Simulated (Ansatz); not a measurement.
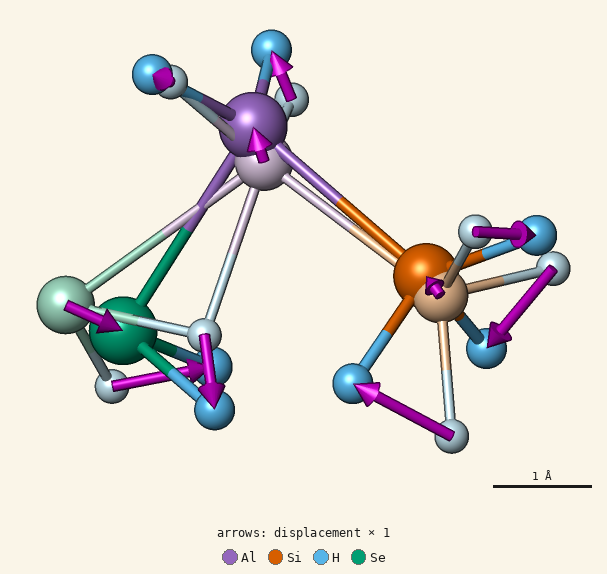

A constrained relaxation of AlSiH$_{7}$Se. The starting structure is drawn faded, the final one solid; purple arrows show the displacements, at their true length. The two geometries are superimposed by the best rigid fit.

A ball-and-stick model, seen at a tilt.

The reaction that was planned forms Al1–Se6, Si2–H5 and breaks Al1–Si2, H5–Se6 (atoms numbered from 1 in input order).

These are results of RKS PBE0-D4/def2-SVP in Ansatz, not measurements. (held fixed: the distance between atoms 1 (Al) and 6 (Se), the distance between atoms 2 (Si) and 5 (H), the distance between atoms 1 (Al) and 2 (Si), the distance between atoms 5 (H) and 6 (Se), counting from 1; force threshold 0.04 eV/Å; at most 150 steps)

### Which element moves most?

Hydrogen: up to 1.19 Å, against 0.64 Å for selenium.

### What happened in the run?

The atom that moves furthest after the best rigid fit is an H atom (1.19 Å). Largest moves by element: H 1.19 Å, Se 0.64 Å, Al 0.39 Å, Si 0.27 Å. Near-neighbour distances that change, for instance: Al–H 1.882 → 2.943 Å, H–Si 1.477 → 1.524 Å, Al–H 1.566 → 1.597 Å, H–Si 1.485 → 1.508 Å. Among the angles between lasting bonds that change: Al–Se–H 46.5° → 85.1°, Al–Si–H 132.7° → 104.5°, Si–Al–Se 111.1° → 87.7°. The energy falls by 51.9 kJ/mol in 18 geometry steps. Largest force component: 0.55 eV/Å at the start, 0.021 eV/Å at the end. The forces were under the threshold at step 9, but the run went on from there.
